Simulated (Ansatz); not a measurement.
**CCSD/STO-3G run of InCl (SMILES [Cl][In])**

Aim: the energy change on altering one bond length of InCl at CCSD/STO-3G, from 2 runs. 

The results are computed with Ansatz 0.2.0.

47 further runs of the same task are left out: 4 that didn't finish, 43 set aside as unsound or not needed.

### 1 The molecule

The species is InCl (2 atoms), meant as a singlet with charge 0. As SMILES, `[Cl][In]`. The shape is that of a PBE0-D4/def2-TZVP optimisation.

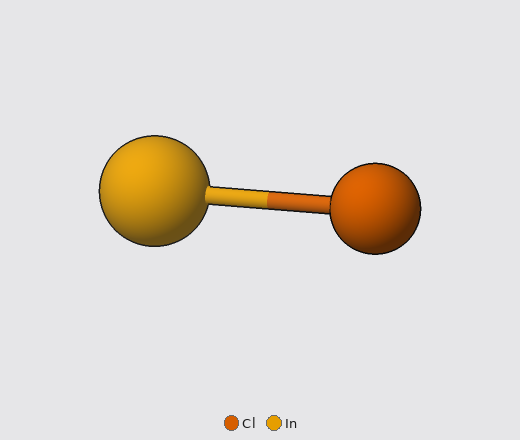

The structure, seen from a chosen angle (chlorine orange, indium amber).

### 2 The energy at CCSD/STO-3G

molecule.yaml reads:

```yaml
crystal:
  periodic: [false, false, false]
  atoms:
    - {symbol: Cl, position_ang: [0.000000, -0.000000, -0.013930]}
    - {symbol: In, position_ang: [-0.000000, 0.000000, 2.399590]}
basis:
  gaussian: {orbitals: STO-3G}
scf: {omitted_lower_state_checks: [cluster_reference, increment]}
accuracy: high
magnetization: {spin_polarized: false, initial_magnetization: 0}
correlation: {method: ccsd, frozen_orbitals: {Cl: 5, In: 18}}
```

Launch:

```
$ ansatz run molecule.yaml --threads 1 --pin off --max-ram 3480MiB --events-out events.jsonl --progress --plain --runs-dir runs
```

The program printed, cut to the lines that bear on the results:

```text
Warning: RAYON_NUM_THREADS=1 ignored (pool sized by the plan → 1); use --threads N
Functional definition: HF
  name "HF"
[...]
635 factors; integrals over basis functions are off by at most 1.2e-8 eV
[...]
mean field -167010.39966393 eV, -6137.5189839346 hartree, gradient 1.3e-8 eV, S^2 0.000000; 0 other end points of the search recorded, 0 dependent functions left out
23 core orbitals not correlated: weight in the atoms' cores, before any rotation towards them, 1.000 or more for the frozen orbitals, at most 0.000 for the correlated occupied ones
reference -167010.39966393 eV, -6137.5189839346 hartree; 10, 10 occupied and 3, 3 virtual orbitals, 635 factors
second order -0.67568960 eV of doubles, -0.00000000 eV of singles
cycle   1  -0.87413809 eV  change   -2.0e-1 eV  update   6.8e-2
[...]
cycle  18  -1.03333547 eV  change   -1.5e-9 eV  update   1.1e-9
Total energy: -167011.43299940 eV, -6137.5569583127 hartree
Checks for a lower state left out: cluster_reference, increment
```

It took 0.34 s on 1 thread of AMD EPYC 9R45 (Zen 5), shared host.

### 3 The distorted shape at the same level

in.yaml reads:

```yaml
crystal:
  periodic: [false, false, false]
  atoms:
    - symbol: Cl
      position_ang: [0.000000, -0.000000, -0.617310]
    - symbol: In
      position_ang: [-0.000000, 0.000000, 2.399590]
basis:
  gaussian: {orbitals: STO-3G}
correlation: {method: ccsd, frozen_orbitals: {Cl: 5, In: 18}}
accuracy: high
scf: {omitted_lower_state_checks: [cluster_reference, increment]}
```

Launch:

```
$ ansatz run in.yaml --threads 1 --pin off --max-ram 3480MiB --events-out events.jsonl --progress --plain --runs-dir runs
```

The program printed, cut to the lines that bear on the results:

```text
Warning: RAYON_NUM_THREADS=1 ignored (pool sized by the plan → 1); use --threads N
Functional definition: HF
  name "HF"
[...]
623 factors; integrals over basis functions are off by at most 2.3e-8 eV
[...]
mean field -167008.70436932 eV, -6137.4566830069 hartree, gradient 2.9e-8 eV, S^2 0.000000; 0 other end points of the search recorded, 0 dependent functions left out
23 core orbitals not correlated: weight in the atoms' cores, before any rotation towards them, 1.000 or more for the frozen orbitals, at most 0.000 for the correlated occupied ones
reference -167008.70436932 eV, -6137.4566830069 hartree; 10, 10 occupied and 3, 3 virtual orbitals, 623 factors
second order -0.70808107 eV of doubles, -0.00000000 eV of singles
cycle   1  -0.92793915 eV  change   -2.2e-1 eV  update   7.5e-2
[...]
cycle  23  -1.10880688 eV  change   -1.2e-9 eV  update  6.2e-10
Total energy: -167009.81317620 eV, -6137.4974309082 hartree
Checks for a lower state left out: cluster_reference, increment
```

It took 0.34 s on 1 thread of AMD EPYC 9R45 (Zen 5), shared host.

### 4 What came out

Level: CCSD/STO-3G, 23 core orbitals frozen.

| quantity | value |
| --- | --- |
| first shape: total energy | -6137.55696 Eh |
| first shape: correlation energy (23 core orbitals frozen) | -38.0 mEh |
| first shape: T1 diagnostic | 0.008 |
| distorted shape: total energy | -6137.49743 Eh |
| distorted shape: correlation energy (23 core orbitals frozen) | -40.7 mEh |
| distorted shape: T1 diagnostic | 0.010 |
| energy change with the Cl1–In2 bond stretched from 2.414 to 3.017 Å | 1.620 eV |

What this shows: With the Cl1–In2 bond stretched from 2.414 to 3.017 Å the energy rises by 1.62 eV (156 kJ/mol). The first shape isn't relaxed at this level, so the change isn't measured from a minimum. The minimal basis adds a large error of its own. Relativity is left out (first shape) although the molecule holds a heavy atom. Relativity is left out (distorted shape) although the molecule holds a heavy atom.
